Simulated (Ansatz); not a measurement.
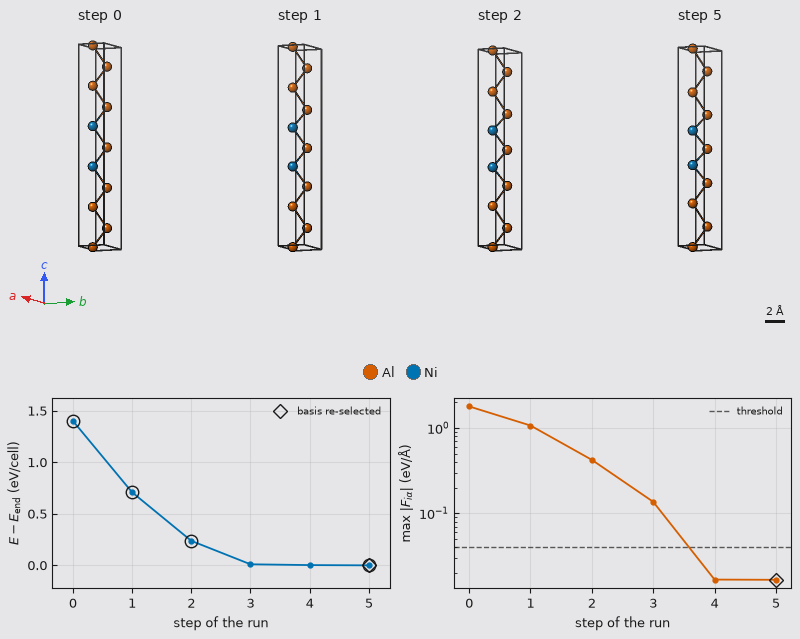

Frames of a relaxation of a crystal of Al₄Ni (a generated structure, set up in P-6m2) (coarse preliminary run), marked on the history of the run. Style: ball-and-stick. Shown: the cell of the calculation, from a free direction.

All numbers below come from Ansatz, DFT PBE, scalar-relativistic, plane waves, PAW. (plane-wave cutoff 420 eV; k-point mesh 6 × 6 × 1; occupations gaussian; smearing width 0.1 eV; collinear spin; cell and atoms relaxed; force threshold 0.04 eV/Å; at most 70 steps)

Question: Describe the path.

Answer: The energy falls by 1.403 eV per cell of the calculation in 4 accepted moves (5 points after the start). Largest force component: 1.8 eV/Å at the start, 0.017 eV/Å at the end. Pressure: 2.61 GPa at the start and 0.12 GPa at the end. At 1 point the geometry stayed and the basis and grid were re-selected for the new cell (energy shift of 2.6 meV per cell of the calculation at most each time). The largest moves relative to the cell, 0.61 Å, are those of Al atoms. Largest moves by element: Al 0.61 Å, Ni 0.29 Å. Cell: a = b 2.753 → 2.817 Å (+2.3 %), c 22.096 → 21.740 Å (−1.6 %). Volume +3.0 %. Some distances before and after: Al–Ni 2.722 → 2.467 Å, Al–Ni 2.722 → 2.490 Å, Al–Al 2.722 → 2.918 Å, Al–Al 2.722 → 2.873 Å. The space group stays P-6m2 (No. 187). The program noted that the starting moments weren't kept. From step 0 to 1: Al atoms move most (0.19 Å), volume +1.8 %, energy −0.693 eV per cell of the calculation. From step 1 to 2: Al atoms move most (0.19 Å), volume −0.6 %, energy −0.472 eV per cell of the calculation. From step 2 to 5: Al atoms move most (0.24 Å), volume +1.8 %, energy −0.238 eV per cell of the calculation.

Limits of the set-up: the k-point mesh is coarse for a cell with partly filled bands.
